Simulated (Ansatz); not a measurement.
**PH3+ (doublet): one geometry, many settings at scale of all distances = 1.279**

What do other methods and options give for PH3+ (doublet) at this geometry, and how long do they take?

Computed with Ansatz 0.2.0, Gaussian basis. Level: the settings change from run to run.

22 further runs of the same task are left out: 1 for a known fault of the program, 15 that didn't finish, 6 set aside as unsound or not needed.

**1. What is computed**

The geometry derives from a PBE0/def2-TZVP stationary point (not a proven minimum). All distances are scaled together.

4 atoms, charge 1, spin multiplicity 2.

Atoms are counted from 1 here; the program's logs count them from 0.

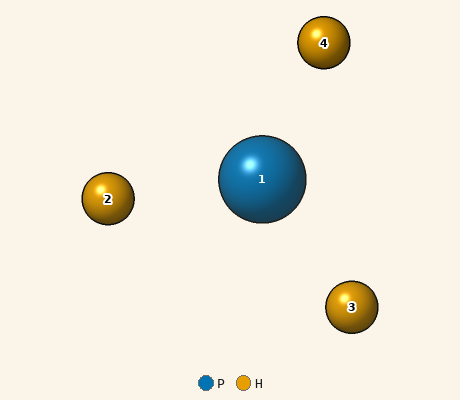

The geometry (phosphorus blue, hydrogen amber); atoms are numbered from 1 in the order of the file.

**2. BCCD(T) on UHF/6-31G**

in.yaml

```yaml
crystal:
  periodic: [false, false, false]
  atoms:
    - {symbol: P, position_ang: [0.000102, -0.000057, -0.042132]}
    - {symbol: H, position_ang: [1.731833, 0.018553, 0.435723]}
    - {symbol: H, position_ang: [-0.883033, 1.492318, 0.427413]}
    - {symbol: H, position_ang: [-0.851923, -1.509113, 0.431563]}
basis:
  gaussian: {orbitals: 6-31G}
total_charge: 1
magnetization: {spin_polarized: true, initial_magnetization: 1}
correlation: {method: bccd_t, electrons: valence}
```

Launch:

```bash
$ ansatz run in.yaml --threads 1 --pin off --events-out ev --progress --plain --max-ram 2393MiB
```

What it wrote:

```text
Functional definition: HF
  name "HF"
  cite "Fock, Z. Phys. 61, 126 (1930) doi:10.1007/BF01340294"
  parent pbe
  exchange = exact_x
  correlation = 0
236 factors; integrals over basis functions are off by at most 2.9e-4 eV
mean field evaluation 1: about -9305.0411 eV, gradient 5.5e0 eV
mean field evaluation 2: about -9305.0403 eV, gradient 5.5e0 eV
mean field evaluation 4: about -9305.3689 eV, gradient 6.4e-1 eV
mean field evaluation 8: about -9305.3901 eV, gradient 1.4e-2 eV
mean field evaluation 16: about -9305.3695 eV, gradient 6.4e-1 eV
mean field -9305.39003270 eV, -341.9667762818 hartree, gradient 1.9e-6 eV, S^2 0.770544; 2 other end points of the search recorded, 0 dependent functions left out
5 core orbitals not correlated: weight in the atoms' cores, before any rotation towards them, 1.000 or more for the frozen orbitals, at most 0.000 for the correlated occupied ones
reference -9305.39003270 eV, -341.9667762818 hartree; 4, 3 occupied and 10, 11 virtual orbitals, 236 factors
second order -1.86053654 eV of doubles, -0.00000000 eV of singles
cycle   1  -2.35527042 eV  change   -4.9e-1 eV  update   7.7e-2
cycle   2  -2.68752659 eV  change   -3.3e-1 eV  update   3.7e-2
cycle   3  -2.71000352 eV  change   -2.2e-2 eV  update   1.1e-2
cycle   4  -2.71802282 eV  change   -8.0e-3 eV  update   6.3e-3
cycle   5  -2.72021250 eV  change   -2.2e-3 eV  update   2.9e-3
cycle   6  -2.71925118 eV  change    9.6e-4 eV  update   7.9e-4
cycle   7  -2.71976868 eV  change   -5.2e-4 eV  update   2.3e-4
cycle   8  -2.71972285 eV  change    4.6e-5 eV  update   7.6e-5
cycle   9  -2.71965523 eV  change    6.8e-5 eV  update   2.0e-5
cycle  10  -2.71968002 eV  change   -2.5e-5 eV  update   6.8e-6
cycle  11  -2.71968121 eV  change   -1.2e-6 eV  update   2.9e-6
perturbative correction -0.05047581 eV, -0.0018549518 hartree
Total energy: -9308.16018972 eV, -342.0685776746 hartree
```

It took 0.48 s on 1 thread of Arm Neoverse V1, shared host.

From the report: ⟨S²⟩ of the determinant 0.771 (pure doublet: 0.75); correlation -2.7702 eV; largest double amplitude 0.09.

**3. CCSD(T) on ROHF/6-31G**

in.yaml: that of step 2 with these lines changed.

```diff
@@ -10,3 +10,5 @@
 total_charge: 1
-magnetization: {spin_polarized: true, initial_magnetization: 1}
-correlation: {method: bccd_t, electrons: valence}
+magnetization: {spin_polarized: false, initial_magnetization: 1}
+correlation: {method: ccsd_t, electrons: outside_noble_gas}
+accuracy: high
+scf: {lower_state_search: off}
```

Launched as before.

What it wrote, shortened:

```text
Functional definition: HF
  name "HF"
  cite "Fock, Z. Phys. 61, 126 (1930) doi:10.1007/BF01340294"
  parent pbe
[...]
402 factors; integrals over basis functions are off by at most 3.7e-9 eV
[...]
mean field -9305.35892507 eV, -341.9656330976 hartree, gradient 2.3e-8 eV, S^2 0.750000; 0 other end points of the search recorded, 0 dependent functions left out
5 core orbitals not correlated: weight in the atoms' cores, before any rotation towards them, 1.000 or more for the frozen orbitals, at most 0.000 for the correlated occupied ones
reference -9305.35892507 eV, -341.9656330976 hartree; 4, 3 occupied and 10, 11 virtual orbitals, 402 factors
second order -1.87818998 eV of doubles, -0.01133391 eV of singles
cycle   1  -2.38326286 eV  change   -4.9e-1 eV  update   7.7e-2
[...]
cycle  25  -2.75088753 eV  change  -5.0e-11 eV  update  4.1e-10
perturbative correction -0.04998217 eV, -0.0018368108 hartree
Total energy: -9308.15979478 eV, -342.0685631607 hartree
Checks for a lower state left out: stability, starts, cluster_reference, orbital_swaps, neighbouring_geometries, increment
```

It took 0.39 s on 1 thread of Arm Neoverse V1, shared host.

From the report: correlation -2.8009 eV; T1 0.017; largest double amplitude 0.09.

**4. HF/cc-pVDZ**

in.yaml: that of step 3 with these lines changed.

```diff
@@ -8,7 +8,6 @@
 basis:
-  gaussian: {orbitals: 6-31G}
+  gaussian: {orbitals: cc-pVDZ}
 total_charge: 1
 magnetization: {spin_polarized: false, initial_magnetization: 1}
-correlation: {method: ccsd_t, electrons: outside_noble_gas}
-accuracy: high
-scf: {lower_state_search: off}
+hamiltonian: {xc: hf}
+output: {orbitals: {seedname: orbitals}}
```

Same command.

What it wrote:

```text
Functional definition: HF
  name "HF"
  cite "Fock, Z. Phys. 61, 126 (1930) doi:10.1007/BF01340294"
  parent pbe
  exchange = exact_x
  correlation = 0
327 factors; integrals over basis functions are off by at most 1.6e-3 eV
mean field evaluation 1: about -9306.5996 eV, gradient 8.2e0 eV
mean field evaluation 2: about -9306.6067 eV, gradient 8.2e0 eV
mean field evaluation 4: about -9307.0743 eV, gradient 8.6e-1 eV
mean field evaluation 8: about -9307.0831 eV, gradient 1.4e-3 eV
mean field -9307.08306693 eV, -342.0289941423 hartree, gradient 2.8e-5 eV, S^2 0.750000; 0 other end points of the search recorded, 0 dependent functions left out
reference -9307.08306693 eV, -342.0289941423 hartree; 9, 8 occupied and 24, 25 virtual orbitals, 327 factors
Total energy: -9307.08306693 eV, -342.0289941423 hartree
```

Run time: 0.15 s. Hardware: 1 thread of Arm Neoverse V1, shared host.

**5. CASCI(3,8)/6-31G**

in.yaml: that of step 4 with these lines changed.

```diff
@@ -8,6 +8,6 @@
 basis:
-  gaussian: {orbitals: cc-pVDZ}
+  gaussian: {orbitals: 6-31G}
 total_charge: 1
 magnetization: {spin_polarized: false, initial_magnetization: 1}
-hamiltonian: {xc: hf}
-output: {orbitals: {seedname: orbitals}}
+correlation: {active_space: {window: {electrons: 3, orbitals: 8}, fixed_orbitals: true, states: [{multiplicity: 2, weights: [1, 0.5]}], root: 1}}
+accuracy: high
```

Same command.

What it wrote:

```text
Functional definition: HF
  name "HF"
  cite "Fock, Z. Phys. 61, 126 (1930) doi:10.1007/BF01340294"
  parent pbe
  exchange = exact_x
  correlation = 0
402 factors; integrals over basis functions are off by at most 3.7e-9 eV
mean field evaluation 1: about -9305.0392 eV, gradient 7.2e0 eV
mean field evaluation 2: about -9305.0388 eV, gradient 7.2e0 eV
mean field evaluation 4: about -9305.3562 eV, gradient 5.6e-1 eV
mean field evaluation 8: about -9305.3589 eV, gradient 2.0e-7 eV
mean field -9305.35892507 eV, -341.9656330976 hartree, gradient 2.3e-8 eV, S^2 0.750000; 0 other end points of the search recorded, 0 dependent functions left out
reference -9305.35892507 eV, -341.9656330976 hartree; 9, 8 occupied and 10, 11 virtual orbitals, 402 factors
state -9305.93581725 eV, -341.9868334940 hartree
state -9301.79252277 eV, -341.8345702305 hartree
WARN: the results are in doubt because the space or a class takes a part of the degenerate orbitals at -19.8735 eV
Total energy: -9301.79252277 eV, -341.8345702305 hartree
In doubt: the space or a class takes a part of the degenerate orbitals at -19.8735 eV
```

Wall time 0.15 s (1 thread of Arm Neoverse V1, shared host).

From the report: 120 determinants; active occupations (of the averaged states) 1.63, 1.30, 0.06, 0.01, 0.00, 0.00, 0.00, 0.00. Mind the lines of doubt at the end of the log.

**6. HF/6-31G**

in.yaml: that of step 5 with these lines changed.

```diff
@@ -11,3 +11,3 @@
 magnetization: {spin_polarized: false, initial_magnetization: 1}
-correlation: {active_space: {window: {electrons: 3, orbitals: 8}, fixed_orbitals: true, states: [{multiplicity: 2, weights: [1, 0.5]}], root: 1}}
-accuracy: high
+hamiltonian: {xc: hf}
+output: {forces: true, orbitals: {seedname: orbitals}}
```

The command is unchanged.

What it wrote, shortened:

```text
Functional definition: HF
  name "HF"
  cite "Fock, Z. Phys. 61, 126 (1930) doi:10.1007/BF01340294"
  parent pbe
[...]
236 factors; integrals over basis functions are off by at most 2.9e-4 eV
[...]
mean field -9305.35887284 eV, -341.9656311779 hartree, gradient 1.4e-5 eV, S^2 0.750000; 0 other end points of the search recorded, 0 dependent functions left out
[...]
reference -9305.35887284 eV, -341.9656311779 hartree; 9, 8 occupied and 10, 11 virtual orbitals, 236 factors
Total energy: -9305.35887284 eV, -341.9656311779 hartree
Atom 0 at     0.000102    -0.000057    -0.042132 Å, force    -0.006735     0.003789     2.790945 eV/Å
Atom 1 at     1.731833     0.018553     0.435723 Å, force    -3.648747    -0.039118    -0.939073 eV/Å
Atom 2 at    -0.883033     1.492318     0.427413 Å, force     1.860514    -3.144192    -0.921564 eV/Å
Atom 3 at    -0.851923    -1.509113     0.431563 Å, force     1.794968     3.179521    -0.930308 eV/Å
Dipole moment:    -0.000381     0.000215     0.158026 e Å
```

It took 0.15 s on 1 thread of Arm Neoverse V1, shared host.

**7. CCSD on UHF/6-31G**

in.yaml: that of step 6 with these lines changed.

```diff
@@ -10,4 +10,3 @@
 total_charge: 1
-magnetization: {spin_polarized: false, initial_magnetization: 1}
-hamiltonian: {xc: hf}
-output: {forces: true, orbitals: {seedname: orbitals}}
+magnetization: {spin_polarized: true, initial_magnetization: 1}
+correlation: {method: ccsd, electrons: valence}
```

Same command.

What it wrote, shortened:

```text
Functional definition: HF
  name "HF"
  cite "Fock, Z. Phys. 61, 126 (1930) doi:10.1007/BF01340294"
  parent pbe
[...]
236 factors; integrals over basis functions are off by at most 2.9e-4 eV
[...]
mean field -9305.39003270 eV, -341.9667762818 hartree, gradient 1.9e-6 eV, S^2 0.770544; 2 other end points of the search recorded, 0 dependent functions left out
5 core orbitals not correlated: weight in the atoms' cores, before any rotation towards them, 1.000 or more for the frozen orbitals, at most 0.000 for the correlated occupied ones
reference -9305.39003270 eV, -341.9667762818 hartree; 4, 3 occupied and 10, 11 virtual orbitals, 236 factors
second order -1.86053654 eV of doubles, -0.00000000 eV of singles
cycle   1  -2.34648233 eV  change   -4.9e-1 eV  update   7.7e-2
[...]
cycle  11  -2.71832813 eV  change   -5.9e-6 eV  update   7.9e-6
Total energy: -9308.10836083 eV, -342.0666729979 hartree
```

Run time: 0.33 s. Hardware: 1 thread of Arm Neoverse V1, shared host.

From the report: ⟨S²⟩ of the determinant 0.771 (pure doublet: 0.75); correlation -2.7183 eV; T1 0.018; largest double amplitude 0.09.

**8. MRCISD+Q(relaxed)(3,5)/def2-mTZVP**

in.yaml: that of step 7 with these lines changed.

```diff
@@ -8,5 +8,5 @@
 basis:
-  gaussian: {orbitals: 6-31G}
+  gaussian: {orbitals: def2-mTZVP, fitting: {mean_field: def2-universal-jkfit}, point_charges: [{charge: -1.00, position_ang: [6.234, 0.901, -0.574]}]}
 total_charge: 1
-magnetization: {spin_polarized: true, initial_magnetization: 1}
-correlation: {method: ccsd, electrons: valence}
+magnetization: {spin_polarized: false, initial_magnetization: 1}
+correlation: {method: fic_mrcisd_q_relaxed, electrons: valence, active_space: {window: {electrons: 3, orbitals: 5}}}
```

Same command.

What it wrote, shortened:

```text
Functional definition: HF
  name "HF"
  cite "Fock, Z. Phys. 61, 126 (1930) doi:10.1007/BF01340294"
  parent pbe
[...]
182 factors; integrals over basis functions are off by at most 1.0e0 eV
[...]
mean field -9309.11044007 eV, -342.1034987309 hartree, gradient 2.5e-6 eV, S^2 0.750000; 0 other end points of the search recorded, 0 dependent functions left out
reference -9309.11044007 eV, -342.1034987309 hartree; 9, 8 occupied and 22, 23 virtual orbitals, 182 factors
state -9310.00356705 eV, -342.1363205421 hartree
contracted CI cycle   1: correlation 0.00000000 eV, 0.0000000000 hartree, residual 1.15e1 eV
contracted CI cycle   2: correlation -2.56433803 eV, -0.0942376846 hartree, residual 3.17e0 eV
contracted CI cycle   3: correlation -2.79631377 eV, -0.1027626357 hartree, residual 1.29e0 eV
contracted CI cycle   4: correlation -2.83380033 eV, -0.1041402412 hartree, residual 6.06e-1 eV
[...]
contracted CI cycle   8: correlation -2.85785971 eV, -0.1050244071 hartree, residual 2.00e-2 eV
contracted CI cycle   9: correlation -2.85787007 eV, -0.1050247881 hartree, residual 1.02e-2 eV
contracted CI cycle  10: correlation -2.85787274 eV, -0.1050248862 hartree, residual 5.09e-3 eV
contracted CI cycle  11: correlation -2.85787340 eV, -0.1050249102 hartree, residual 2.37e-3 eV
contracted CI cycle  12: correlation -2.85787354 eV, -0.1050249154 hartree, residual 1.10e-3 eV
state -9309.98355865 eV, -342.1355852469 hartree; corrected -9313.09018414 eV, -342.2497516278 hartree
state -9309.98355865 eV, -342.1355852469 hartree; corrected -9313.09018414 eV, -342.2497516278 hartree
the orbitals are reached from a further start. From the first start the search ends at -9310.00355522 eV, -342.1363201074 hartree
WARN: the results are in doubt because another end's mean lies 0.020 eV lower, and its corrected mean 0.001 eV higher
Total energy: -9313.09018414 eV, -342.2497516278 hartree
In doubt: another end's mean lies 0.020 eV lower, and its corrected mean 0.001 eV higher
```

Run time: 1.1 s. Hardware: 1 thread of Arm Neoverse V1, shared host.

From the report: 50 determinants; active occupations 1.94, 1.00, 0.06, 0.00, 0.00. The program marks this result as in doubt; its last lines say why.

**9. CCSDT(Q) on ROHF/6-31G**

in.yaml

```yaml
crystal:
  periodic: [false, false, false]
  atoms:
    - {symbol: P, position_ang: [0.000102, -0.000057, -0.042132]}
    - {symbol: H, position_ang: [1.731833, 0.018553, 0.435723]}
    - {symbol: H, position_ang: [-0.883033, 1.492318, 0.427413]}
    - {symbol: H, position_ang: [-0.851923, -1.509113, 0.431563]}
basis:
  gaussian: {orbitals: 6-31G}
total_charge: 1
magnetization: {spin_polarized: false, initial_magnetization: 1}
correlation: {method: ccsdt_q, electrons: outside_noble_gas}
scf: {omitted_lower_state_checks: [cluster_reference]}
```

Same command.

What it wrote, shortened:

```text
Functional definition: HF
  name "HF"
  cite "Fock, Z. Phys. 61, 126 (1930) doi:10.1007/BF01340294"
  parent pbe
[...]
398 factors; integrals over basis functions are off by at most 6.8e-8 eV
[...]
mean field -9305.35892507 eV, -341.9656330974 hartree, gradient 2.2e-6 eV, S^2 0.750000; 0 other end points of the search recorded, 0 dependent functions left out
5 core orbitals not correlated: weight in the atoms' cores, before any rotation towards them, 1.000 or more for the frozen orbitals, at most 0.000 for the correlated occupied ones
reference -9305.35892507 eV, -341.9656330974 hartree; 4, 3 occupied and 10, 11 virtual orbitals, 398 factors
second order -1.87818998 eV of doubles, -0.01133391 eV of singles
cycle   1  -2.38326302 eV  change   -4.9e-1 eV  update   7.9e-2
[...]
cycle  15  -2.82390882 eV  change   -4.1e-7 eV  update   4.1e-7
perturbative correction -0.00410897 eV, -0.0001510017 hartree
Total energy: -9308.18694285 eV, -342.0695608340 hartree
Checks for a lower state left out: cluster_reference
```

Run time: 2.4 s. Hardware: 1 thread of Arm Neoverse V1, shared host.

From the report: correlation -2.8280 eV; T1 0.017; largest double amplitude 0.10.

**10. BCCD on ROHF/6-31++G****

in.yaml: that of step 9 with these lines changed.

```diff
@@ -8,6 +8,5 @@
 basis:
-  gaussian: {orbitals: 6-31G}
+  gaussian: {orbitals: "6-31++G**", point_charges: [{charge: -1.00, position_ang: [4.808, -0.684, 0.823]}]}
 total_charge: 1
 magnetization: {spin_polarized: false, initial_magnetization: 1}
-correlation: {method: ccsdt_q, electrons: outside_noble_gas}
-scf: {omitted_lower_state_checks: [cluster_reference]}
+correlation: {method: bccd, electrons: all, diis_vectors: 12}
```

The command is unchanged.

What it wrote, shortened:

```text
Functional definition: HF
  name "HF"
  cite "Fock, Z. Phys. 61, 126 (1930) doi:10.1007/BF01340294"
  parent pbe
[...]
368 factors; integrals over basis functions are off by at most 6.7e-4 eV
[...]
mean field -9309.54507530 eV, -342.1194712810 hartree, gradient 2.2e-6 eV, S^2 0.750000; 0 other end points of the search recorded, 0 dependent functions left out
[...]
reference -9309.54507530 eV, -342.1194712810 hartree; 9, 8 occupied and 32, 33 virtual orbitals, 368 factors
second order -3.30505165 eV of doubles, -0.04175517 eV of singles
cycle   1  -3.87406171 eV  change   -5.3e-1 eV  update   6.9e-2
[...]
cycle  10  -4.17471024 eV  change   -1.9e-5 eV  update   1.7e-5
Total energy: -9313.71978554 eV, -342.2728890528 hartree
```

It took 1.4 s on 1 thread of Arm Neoverse V1, shared host.

From the report: correlation -4.1747 eV; largest double amplitude 0.06.

**11. All runs side by side**

Where basis and cores are those of an earlier FCI/6-31G run (-9308.1882 eV), and the state is the same kind, the miss against it is given. † marks a result that the program doubts.

| level | correlated | functions | energy (eV) | from FCI (meV) | time |
| --- | --- | --- | --- | --- | --- |
| BCCD(T) on UHF/6-31G | valence | 19 | -9308.1602 | 28.0 | 0.48 s |
| CCSD(T) on ROHF/6-31G | outside noble gas | 19 | -9308.1598 | 28.4 | 0.39 s |
| HF/cc-pVDZ |  | 33 | -9307.0831 |  | 0.15 s |
| CASCI(3,8)/6-31G (excited root 1 of an average) † |  | 19 | -9301.7925 |  | 0.15 s |
| HF/6-31G |  | 19 | -9305.3589 | 2829.4 | 0.15 s |
| CCSD on UHF/6-31G | valence | 19 | -9308.1084 | 79.9 | 0.33 s |
| MRCISD+Q(relaxed)(3,5)/def2-mTZVP (beside a point charge) † | valence | 31 | -9313.0902 |  | 1.1 s |
| CCSDT(Q) on ROHF/6-31G | outside noble gas | 19 | -9308.1869 | 1.3 | 2.4 s |
| BCCD on ROHF/6-31++G** (beside a point charge) | all | 41 | -9313.7198 |  | 1.4 s |

**12. Outcome**

```
quantity                          value
    runs                              9
quickest             HF/cc-pVDZ, 0.15 s
 slowest  CCSDT(Q) on ROHF/6-31G, 2.4 s
```

In words: Total energies in different bases, with other cores or another treatment of relativity can't be set against each other. CCSDT(Q) on ROHF/6-31G took 16 times as long as HF/cc-pVDZ; the jobs differ in more than the method. Among the correlated runs with a miss given, it spans +1 to +80 meV. Hartree-Fock, CASSCF and CASCI lack dynamic correlation by design.
